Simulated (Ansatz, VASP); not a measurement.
**H47C18S9N3O13F6: VASP beside Ansatz**

Wanted: the spread between two codes on one cell, functional and k mesh. The cell is taken from a series of runs on this material, whose earlier steps may have relaxed or scaled it; both programs get it as it stands.

Calculated with Ansatz 0.2.0; plane waves, with VASP 6.6.1 beside it; single point at PBE with D3(BJ).

### 1. Starting point

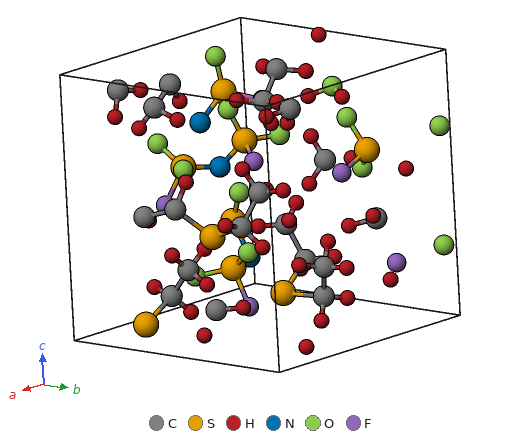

The cell as given, slightly off an axis (carbon grey, sulfur orange, hydrogen red, nitrogen blue, oxygen green, fluorine purple). Bonds to atoms that aren't drawn are left out. Some periodic images of atoms are drawn too.

The cell holds 96 atoms: 18 C, 9 S, 47 H, 3 N, 13 O and 6 F. Its edges and angles: a = 10.340 Å, b = 10.340 Å, c = 10.340 Å, α = 90.0°, β = 90.0°, γ = 90.0°.

### 2. VASP: single point, PBE with D3(BJ)

With cell and atoms fixed, the geometry can't cause a difference; cores, projectors, grids and the points listed under the comparison can.

Lines of VASP's logs that name or quote its potential files are left out, and so is its time.

INCAR

```
SYSTEM = H47C18S9N3O13F6
PREC = Accurate
ENCUT = 520
EDIFF = 1E-05
NELM = 100
ISMEAR = -1
SIGMA = 0.025
LREAL = Auto
ALGO = Fast
GGA = PE
IVDW = 12
NBANDS = 221
LORBIT = 11
LWAVE = .FALSE.
LCHARG = .FALSE.
ISIF = 2
```

POSCAR

```
H47C18S9N3O13F6
1.0
   10.3401400000      0.0000000000      0.0000000000
    0.0000000000     10.3401400000      0.0000000000
    0.0000000000      0.0000000000     10.3401400000
C S H N O F
18 9 47 3 13 6
Direct
    0.6046300000      0.6384300000      0.8918600000
    0.4955100000      0.6105400000      0.9855700000
    0.5274100000      0.8116400000      0.1622200000
    0.5768400000      0.8654700000      0.2900300000
    0.3964200000      0.6113700000      0.2471800000
    0.4346300000      0.5619400000      0.3837000000
    0.9583800000      0.6694200000      0.1858300000
    0.0059400000      0.6191500000      0.3203400000
    0.8956700000      0.7571500000      0.4943800000
    0.8114400000      0.7776200000      0.6088200000
    0.9812300000      0.5145300000      0.5503400000
    0.0026100000      0.3798200000      0.5107600000
    0.9345800000      0.3961500000      0.9094900000
    0.8030000000      0.3610100000      0.9647800000
    0.7954600000      0.0967700000      0.9089200000
    0.8217900000      0.9603200000      0.9480900000
    0.6709000000      0.1936200000      0.1200600000
    0.6741500000      0.2854700000      0.2291200000
    0.5479300000      0.6321200000      0.1575000000
    0.8756200000      0.5948200000      0.4341500000
    0.8304000000      0.2044300000      0.0480900000
    0.3133200000      0.1808700000      0.1468700000
    0.1514300000      0.0465400000      0.2737000000
    0.2979800000      0.8550600000      0.6684600000
    0.1357400000      0.0192700000      0.7540300000
    0.4032000000      0.3513500000      0.6670600000
    0.5755600000      0.1991800000      0.5846500000
    0.6417100000      0.7369000000      0.9083900000
    0.5591800000      0.6268500000      0.7977600000
    0.6795600000      0.5727200000      0.9036800000
[... 60 atom lines left out ...]
    0.3131100000      0.2485600000      0.0096100000
    0.2637000000      0.9402900000      0.2472600000
    0.4422200000      0.8560800000      0.6139000000
    0.1016600000      0.1765800000      0.7346000000
    0.4906700000      0.4699400000      0.6207900000
    0.6144800000      0.1365400000      0.4431400000
```

KPOINTS

```
Automatic mesh
0
Gamma
1 1 1
0 0 0
```

The projector-augmented-wave data sets are C, S, H, N, O and F (PBE family, release 64).

Run with:

```
$ export OMP_NUM_THREADS=5
$ mpirun -np 1 vasp_gam
```

Numbers of over 12 decimals in the logs are rounded to 6 here.

Log:

```text
[banner, memory and clock lines left out]
running    1 mpi-ranks, on    1 nodes
[...]
Offloading initialized ...    1 GPUs detected
[...]
LDA part: xc-table for (Slater+PW92), standard interpolation
 POSCAR, INCAR and KPOINTS ok, starting setup
[...]
entering main loop
       N       E                     dE             d eps       ncg     rms          rms(c)
DAV:   1     0.253706089775E+04    0.25371E+04   -0.16630E+05   450   0.130E+03
DAV:   2    -0.292840935770E+03   -0.28299E+04   -0.26920E+04   551   0.310E+02
DAV:   3    -0.560163626617E+03   -0.26732E+03   -0.26517E+03   548   0.101E+02
DAV:   4    -0.566020307712E+03   -0.58567E+01   -0.58260E+01   564   0.165E+01
[...]
RMM:  15    -0.501953286487E+03    0.67119E-04   -0.52066E-04   567   0.379E-02    0.203E-02
RMM:  16    -0.501953286738E+03   -0.25121E-06   -0.18320E-04   557   0.205E-02    0.751E-03
RMM:  17    -0.501953288460E+03   -0.17224E-05   -0.34566E-05   453   0.915E-03
   1 F= -.50779604E+03 E0= -.50779604E+03  d E =-.416967E-11
```

OUTCAR, selected parts (step 2):

```text
  FREE ENERGIE OF THE ION-ELECTRON SYSTEM (eV)
  ---------------------------------------------------
  free  energy   TOTEN  =      -507.7960429075 eV

  energy  without entropy=     -507.7960429075  energy(sigma->0) =     -507.79604291

[... 1 further part left out ...]
```

The run ends at a pressure of 0.80 GPa, with forces up to 4.3 eV/Å.

### 3. Ansatz: single point, PBE with D3(BJ)

Ansatz runs on its default PAW (the set named soft_2) files.

The same cell, functional, mesh and smearing now go to Ansatz, which takes its cutoff from its data sets.

input.yaml

```yaml
crystal:
  lattice:
    - [10.34014, 0.0, 0.0]
    - [0.0, 10.34014, 0.0]
    - [0.0, 0.0, 10.34014]
  atoms:
    - { symbol: C, position: [0.60463, 0.63843, 0.89186] }
    - { symbol: C, position: [0.49551, 0.61054, 0.98557] }
    - { symbol: S, position: [0.54793, 0.63212, 0.1575] }
    - { symbol: C, position: [0.52741, 0.81164, 0.16222] }
    - { symbol: C, position: [0.57684, 0.86547, 0.29003] }
    - { symbol: C, position: [0.39642, 0.61137, 0.24718] }
    - { symbol: C, position: [0.43463, 0.56194, 0.3837] }
    - { symbol: H, position: [0.64171, 0.7369, 0.90839] }
    - { symbol: H, position: [0.55918, 0.62685, 0.79776] }
    - { symbol: H, position: [0.67956, 0.57272, 0.90368] }
    - { symbol: H, position: [0.42403, 0.68999, 0.9724] }
    - { symbol: H, position: [0.4579, 0.5119, 0.97623] }
    - { symbol: H, position: [0.58557, 0.84602, 0.08674] }
    - { symbol: H, position: [0.43113, 0.83979, 0.13848] }
    - { symbol: H, position: [0.56632, 0.967, 0.29556] }
    - { symbol: H, position: [0.51666, 0.83693, 0.36864] }
    - { symbol: H, position: [0.67913, 0.83544, 0.3146] }
    - { symbol: H, position: [0.34573, 0.5405, 0.19446] }
    - { symbol: H, position: [0.33645, 0.70104, 0.25655] }
    - { symbol: H, position: [0.49753, 0.63423, 0.42008] }
    - { symbol: H, position: [0.5022, 0.48468, 0.38117] }
    - { symbol: H, position: [0.3458, 0.53651, 0.44206] }
    - { symbol: C, position: [0.95838, 0.66942, 0.18583] }
    - { symbol: C, position: [0.00594, 0.61915, 0.32034] }
    - { symbol: S, position: [0.87562, 0.59482, 0.43415] }
    - { symbol: C, position: [0.89567, 0.75715, 0.49438] }
    - { symbol: C, position: [0.81144, 0.77762, 0.60882] }
    - { symbol: C, position: [0.98123, 0.51453, 0.55034] }
    - { symbol: C, position: [0.00261, 0.37982, 0.51076] }
    - { symbol: H, position: [0.87934, 0.59709, 0.15362] }
    - { symbol: H, position: [0.90892, 0.75745, 0.19534] }
    - { symbol: H, position: [0.02273, 0.6884, 0.10166] }
    - { symbol: H, position: [0.04774, 0.52015, 0.28962] }
    - { symbol: H, position: [0.08922, 0.68001, 0.35515] }
    - { symbol: H, position: [0.86411, 0.8276, 0.42059] }
    - { symbol: H, position: [0.0013, 0.77455, 0.52493] }
    - { symbol: H, position: [0.79168, 0.87884, 0.62511] }
    - { symbol: H, position: [0.72082, 0.73108, 0.59497] }
    - { symbol: H, position: [0.84732, 0.73417, 0.69973] }
    - { symbol: H, position: [0.0688, 0.57013, 0.55461] }
    - { symbol: H, position: [0.92747, 0.52567, 0.64287] }
    - { symbol: H, position: [0.01795, 0.33075, 0.59728] }
    - { symbol: H, position: [0.91912, 0.32685, 0.47375] }
    - { symbol: H, position: [0.07753, 0.36364, 0.43513] }
    - { symbol: C, position: [0.93458, 0.39615, 0.90949] }
    - { symbol: C, position: [0.803, 0.36101, 0.96478] }
    - { symbol: S, position: [0.8304, 0.20443, 0.04809] }
    - { symbol: C, position: [0.79546, 0.09677, 0.90892] }
    - { symbol: C, position: [0.82179, 0.96032, 0.94809] }
    - { symbol: C, position: [0.6709, 0.19362, 0.12006] }
    - { symbol: C, position: [0.67415, 0.28547, 0.22912] }
[... 9 lines left out ...]
    - { symbol: H, position: [0.78365, 0.94416, 0.04265] }
    - { symbol: H, position: [0.65601, 0.09739, 0.13927] }
    - { symbol: H, position: [0.59736, 0.21824, 0.04744] }
    - { symbol: H, position: [0.58562, 0.29019, 0.2907] }
    - { symbol: H, position: [0.75131, 0.27913, 0.30002] }
    - { symbol: H, position: [0.68475, 0.38294, 0.18843] }
    - { symbol: "N", position: [0.1682, 0.13376, 0.15188] }
    - { symbol: S, position: [0.31332, 0.18087, 0.14687] }
    - { symbol: O, position: [0.41465, 0.08382, 0.12596] }
    - { symbol: O, position: [0.35095, 0.29246, 0.22654] }
    - { symbol: F, position: [0.31311, 0.24856, 0.00961] }
    - { symbol: S, position: [0.15143, 0.04654, 0.2737] }
    - { symbol: O, position: [0.18041, 0.10979, 0.39435] }
    - { symbol: O, position: [0.03209, 0.96796, 0.2673] }
    - { symbol: F, position: [0.2637, 0.94029, 0.24726] }
    - { symbol: "N", position: [0.2558, 0.00419, 0.66071] }
    - { symbol: S, position: [0.29798, 0.85506, 0.66846] }
    - { symbol: O, position: [0.23354, 0.76931, 0.579] }
    - { symbol: O, position: [0.32451, 0.78903, 0.78902] }
    - { symbol: F, position: [0.44222, 0.85608, 0.6139] }
    - { symbol: S, position: [0.13574, 0.01927, 0.75403] }
    - { symbol: O, position: [0.01563, 0.96377, 0.71124] }
    - { symbol: O, position: [0.16293, 0.01319, 0.89085] }
    - { symbol: F, position: [0.10166, 0.17658, 0.7346] }
    - { symbol: "N", position: [0.43068, 0.2481, 0.56065] }
    - { symbol: S, position: [0.4032, 0.35135, 0.66706] }
    - { symbol: O, position: [0.45736, 0.3273, 0.79289] }
    - { symbol: O, position: [0.27306, 0.40738, 0.66637] }
    - { symbol: F, position: [0.49067, 0.46994, 0.62079] }
    - { symbol: S, position: [0.57556, 0.19918, 0.58465] }
    - { symbol: O, position: [0.68004, 0.29234, 0.6086] }
    - { symbol: O, position: [0.57795, 0.08107, 0.65988] }
    - { symbol: F, position: [0.61448, 0.13654, 0.44314] }
    - { symbol: O, position: [0.16815, 0.5841, 0.84818] }
    - { symbol: H, position: [0.22148, 0.51119, 0.81364] }
    - { symbol: H, position: [0.21105, 0.66819, 0.82719] }
kpoints:
  mp_grid: { grid: [1, 1, 1] }
hamiltonian:
  xc: pbe
  dispersion: d3bj
scf:
  occupations: { method: fermi_dirac, width: 0.025 }
output:
  forces: true
```

Run with:

```
$ ansatz run input.yaml --threads 4 --pin off --max-ram 8192MiB --backend cpu --events-out ev --progress --plain --runs-dir out
```

Log:

```text
Engine: ansatz 0.2.0, aarch64-unknown-linux-gnu
Pseudopotentials: kind: paw
Pseudopotential: C, paw, valence charge 4, recommended cutoff 420 eV (normal), C.paw.azcp
Pseudopotential: S, paw, valence charge 6, recommended cutoff 420 eV (normal), S.paw.azcp
Pseudopotential: H, paw, valence charge 1, recommended cutoff 420 eV (normal), H.paw.azcp
Pseudopotential: N, paw, valence charge 5, recommended cutoff 420 eV (normal), N.paw.azcp
Pseudopotential: O, paw, valence charge 6, recommended cutoff 420 eV (normal), O.paw.azcp
Pseudopotential: F, paw, valence charge 7, recommended cutoff 420 eV (normal), F.paw.azcp
Functional definition: PBE
  parameter kappa = 0.804
  parameter beta = 0.066725
  exchange = pbe_x(kappa = kappa, mu = beta*pi^2/3)
  correlation = pbe_c(beta = beta)
Crystal: 96 atoms, lattice volume = 1105.552 Å³
Basis set: ecut = 420 eV, 21631 PW (Γ), exchange–correlation on 144×144×144 points (8 copies of the dense FFT grid, shifted against one another)
Bands: 250, of which v1, the nominal top of the filled ones, is band 154 counted from 1 (153 counted from 0)
Symmetry: 1 space group operations
Space group: P1 (ITA 1), of the structure as read, at distance tolerance 1.0e-4 Å
k-points: 1
Non-local potential: C, projectors of the file, l = 0: 2, l = 1: 2, l = 2: 1
Non-local potential: S, projectors of the file, l = 0: 2, l = 1: 2, l = 2: 2
Non-local potential: H, projectors of the file, l = 0: 2, l = 1: 1
Non-local potential: N, projectors of the file, l = 0: 2, l = 1: 2, l = 2: 1
Non-local potential: O, projectors of the file, l = 0: 2, l = 1: 2, l = 2: 1
Non-local potential: F, projectors of the file, l = 0: 2, l = 1: 2, l = 2: 1
PAW form: soft (Blöchl's): semilocal exchange-correlation on the pseudo side does not see the compensation charge
PAW one-centre angular grid: C, 110 points (default); XC on 64 Gauss nodes
PAW one-centre angular grid: S, 110 points (default); XC on 64 Gauss nodes
PAW one-centre angular grid: H, 110 points (default); XC on 64 Gauss nodes
PAW one-centre angular grid: N, 110 points (default); XC on 64 Gauss nodes
PAW one-centre angular grid: O, 110 points (default); XC on 64 Gauss nodes
PAW one-centre angular grid: F, 110 points (default); XC on 64 Gauss nodes
Initial density: superposition of atomic densities (neutral atoms: chi_scale 0, normalization atom), corrected by the library's trained network
Initial wavefunctions: pseudopotential atomic-orbital guess
Functional: x = pbe(κ = 0.804, μ = 0.219515), c = pbe(β = 0.066725)
SCF iter   1: F=—  HF=-26756.666567 eV  |F-HF|=—  |Δ(HF+E_count)|=         —  Δρ=4.71e-3  dr2=4.02e-1  ethr=1.77e-3  ⟨swp⟩=6.0  Hψ=1219  notcnv=0  defer=34
preconditioner: auto → Resta (q_TF=auto, 2.205 Å⁻¹)  ε∞=2.6  [insulator: Δε(μ)=3.653 eV  Ē_g=15.274 eV  σ=0.025 eV  W_gap=1.00  n_scr=202 (ndim 8)  ℏωp=19.2 eV  f_vac=0.242  D(μ)=0.00/eV (n_scr^D=0)  ε∞_Penn≈2.6]
SCF iter   2: F=—  HF=-26756.534549 eV  |F-HF|=—  |Δ(HF+E_count)|=   1.32e-1  Δρ=2.33e-3  dr2=7.04e-2  ethr=1.31e-4  ⟨swp⟩=2.0  Hψ=362  notcnv=0  defer=90
SCF iter   3: F=—  HF=-26756.541168 eV  |F-HF|=—  |Δ(HF+E_count)|=   6.62e-3  Δρ=1.19e-3  dr2=1.77e-2  ethr=2.29e-5  ⟨swp⟩=2.0  Hψ=311  notcnv=0  defer=19
automatic band count: iteration 3 solves 179 bands in place of 250: the levels show a gap, and the empty bands left out lie too high to hold charge; the band table lists the bands solved (type scf.n_extra_bands for more)
SCF iter   4: F=—  HF=-26756.539913 eV  |F-HF|=—  |Δ(HF+E_count)|=   1.26e-3  Δρ=4.96e-4  dr2=2.83e-3  ethr=5.76e-6  ⟨swp⟩=2.0  Hψ=308  notcnv=0  defer=19
SCF iter   5: F=—  HF=-26756.539794 eV  |F-HF|=—  |Δ(HF+E_count)|=   1.18e-4  Δρ=2.10e-4  dr2=5.06e-4  ethr=9.19e-7  ⟨swp⟩=2.0  Hψ=305  notcnv=0  defer=19
SCF iter   6: F=—  HF=-26756.539797 eV  |F-HF|=—  |Δ(HF+E_count)|=   2.99e-6  Δρ=9.20e-5  dr2=9.65e-5  ethr=1.64e-7  ⟨swp⟩=2.0  Hψ=309  notcnv=0  defer=19
SCF iter   7: F=—  HF=-26756.540592 eV  |F-HF|=—  |Δ(HF+E_count)|=   7.95e-4  Δρ=2.68e-5  dr2=7.47e-6  ethr=3.13e-8  ⟨swp⟩=2.0  Hψ=309  notcnv=0  defer=19
SCF iter   8: F=—  HF=-26756.540594 eV  |F-HF|=—  |Δ(HF+E_count)|=   1.62e-6  Δρ=1.80e-5  dr2=3.22e-6  ethr=2.42e-9  ⟨swp⟩=3.0  Hψ=331  notcnv=0  defer=19
SCF iter   9: F=—  HF=-26756.540593 eV  |F-HF|=—  |Δ(HF+E_count)|=   2.94e-7  Δρ=4.26e-6  dr2=1.99e-7  ethr=1.05e-9  ⟨swp⟩=2.0  Hψ=306  notcnv=0  defer=19
SCF iter  10: F=-26756.540593 eV  HF=-26756.540593 eV  |F-HF|=9.62e-9  |Δ(HF+E_count)|=   4.33e-8  Δρ=1.85e-6  dr2=3.43e-8  ethr=3.25e-11  ⟨swp⟩=4.0  Hψ=611  notcnv=0
SCF 1 converged in 10 iterations: F = -26756.540593 eV  dr2 = 3.43e-8
  greatest PAW one-centre occupation: 0.936 electrons in one spin orbital (limit 2), on the F atom at site 70 (counted from 0), in its partial waves of l = 0
SCF converged after 10 iterations
Free energy (F): -26756.540593 eV
Harris-Foulkes:  -26756.540593 eV  (|F-HF|=9.62e-9)
Internal energy: -26756.540593 eV  (E = F + TS)
E sigma→0 (E₀):  -26756.540593 eV
Fermi energy:    1.590016 eV
--- Per-component energies (eV) ---
  E_band       = -2433.525394
  E_kinetic    = 7241.343017
  E_local      = -25119.083687  (includes V_loc(G=0)·N_el)
  E_nonlocal   = 2015.071309
  E_hartree    = 9517.393037
  E_xc         = -3785.667825
  E_vxc        = -4477.789894  (∫ρ·V_xc dr)
  E_paw        = -10863.671662  (= ΣΔE_a)
  E_vpaw       = -1127.833931  (= ΣTr[D̂ρ^β])
  E_aug_tail   = -0.019617  (compensation charges beyond the density's cutoff)
  E_ewald      = -5756.061473
  E_disp       = -5.843692  (pairwise vdW)
  E_smearing   = -0.000000  (= −TS)
  E_closure    = -0.000000  (closes the sum)
  Σ components = -26756.540593   (vs F -26756.540593, Δ=0.00e0)
--- Forces (eV/Å), atoms counted from 1 ---
  atom   1  C     -1.38719539     1.18122330     0.57395798
  atom   2  C     -0.03698724     0.86908710     0.43987513
  atom   3  S     -1.57675443     1.57238513    -0.59916059
  atom   4  C      1.61137148    -0.30139315     1.23031759
  atom   5  C      0.84409164    -1.38618779    -0.06169373
  atom   6  C      0.29512334    -0.29514539     1.73551473
  atom   7  C     -1.47186668     0.26346968    -1.05809758
  atom   8  H     -0.09123600    -0.12425921    -0.41741778
  atom   9  H      0.22095210     0.21224833    -0.44287872
  atom  10  H      1.66814949    -1.38370138    -0.03135125
  atom  11  H     -0.17019930    -0.87806513     0.10020911
  atom  12  H     -0.23473996     0.08481706     0.05789823
  atom  13  H      1.15721638     0.54709761    -1.42169697
  atom  14  H     -1.05579998    -0.14404170    -0.02214322
  atom  15  H      0.14147339     1.44851552    -0.40467046
  atom  16  H     -0.60469721    -0.63347743     0.89645093
  atom  17  H     -0.89153800     0.36936265    -0.43845005
  atom  18  H     -0.89170626    -1.16348626    -0.75293806
  atom  19  H      0.76812452    -0.39823114    -0.43464460
  atom  20  H      0.02299499     1.27811603     1.37388672
  atom  21  H      0.14600611    -1.52740465    -0.37931400
  atom  22  H      1.11262236     0.53073138    -0.39970465
  atom  23  C     -1.54205561    -1.83336283    -0.21904263
  atom  24  C      1.91651879    -1.32417921    -3.64956965
[...]
atom  89  F      0.47863600     1.11288858    -0.29971836
  atom  90  S      2.20874409    -2.29264319     0.46904088
  atom  91  O     -1.01205286    -0.32039178    -0.53532824
  atom  92  O     -0.00278198     0.47592444     0.35868355
  atom  93  F     -0.61234988     0.61100161     0.09117994
  atom  94  O      0.27040340    -0.13189918     0.07867985
  atom  95  H     -0.51339442     1.18434656     0.06144743
  atom  96  H     -0.03309436    -1.18108591     0.00406472
  max |Σ_I F_I| component: 1.30e-4 eV/Å
```

In the SCF lines HF is the Harris–Foulkes energy and dr2 the Hartree energy of the density residual, in eV; the loop may stop once dr2 is under the threshold and the program's other checks hold. Hψ counts applications of the Hamiltonian.

### 4. Side by side

Known differences besides the PAW data sets themselves: the cutoff is 420 eV in Ansatz and 520 eV in VASP (PREC = Accurate, projectors in real space); VASP leaves aspherical gradient terms in its spheres out (LASPH is not set), Ansatz keeps them. Total energies have different zeros and are not compared.

Both answers:

```csv
quantity,Ansatz,VASP,difference
gap on the k mesh (eV),3.375,3.402,-0.026
```

Forces on 10 of the 96 atoms, picked by the larger force of the two programs (eV/Å; atoms numbered as in POSCAR):

```csv
atom,"Ansatz x, y, z","VASP x, y, z"
C8,"1.917, -1.324, -3.650","1.851, -1.334, -3.607"
C13,"0.409, 2.549, 1.026","0.413, 2.552, 1.028"
C14,"1.687, -1.910, -2.114","1.693, -1.972, -2.077"
C18,"-1.042, 1.765, 1.394","-1.040, 1.761, 1.394"
S22,"3.229, 2.086, -1.072","3.281, 1.989, -0.894"
S23,"-2.670, -1.833, 1.455","-2.801, -1.632, 1.544"
S25,"-1.289, 2.240, 1.599","-1.370, 1.982, 1.682"
S26,"-1.850, 1.859, 1.488","-1.941, 1.682, 1.672"
S27,"2.209, -2.293, 0.469","2.216, -2.295, 0.716"
H68,"-0.326, -2.543, 0.998","-0.331, -2.568, 1.002"
```

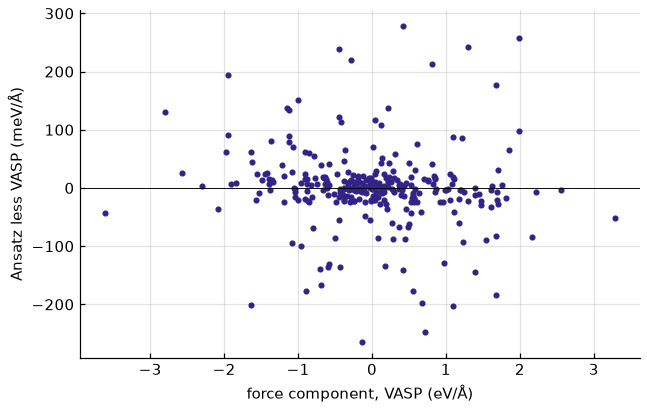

Difference of the force components against their size.

The forces differ by 69 meV/Å r.m.s., which is 7.2 % of the r.m.s. force of 0.96 eV/Å (both taken over all components).

### 5. Looking for the cause

The difference is large enough to ask for its cause, so further runs change the set-up of one program at a time, as the table lists.

```csv
run,r.m.s. force difference (% of the r.m.s. force)
as above,7.2
"VASP with the data sets C_GW, S_GW, H_GW, N_GW, O_GW and F_GW and a cutoff of 790 eV",7.1
"VASP with the data sets C_h, S_h, H_h, N_h, O_h and F_h and a cutoff of 1240 eV",1.5
```

### 6. Outcome

| Property | Result |
| --- | --- |
| r.m.s. force difference (single point, PBE with D3(BJ)) | 7.2 % of the r.m.s. force |

The r.m.s. force difference is 7.2 % of the r.m.s. force (single point, PBE with D3(BJ)), beyond the 3 % picked in this series as the mark of a large difference. For single point, PBE with D3(BJ): with VASP with the data sets C_h, S_h, H_h, N_h, O_h and F_h and a cutoff of 1240 eV the r.m.s. force difference shrinks in size, from 7.2 to 1.5 % of the r.m.s. force. How closely two codes agree says nothing of how well the functional describes the real material.

[Lines on the potential files, build, host, timing and source positions are cut from VASP's logs without a mark.]

[Logs are printed without paths, hosts, clocks, repeated set-up lines and the standing remarks that a program may print on its own settings, such as how far it seeks lower states.]

[Hosts, paths, dates, database ids (printed as entryN), source tags and the programs' standing remarks are cut or masked in the printed files.]
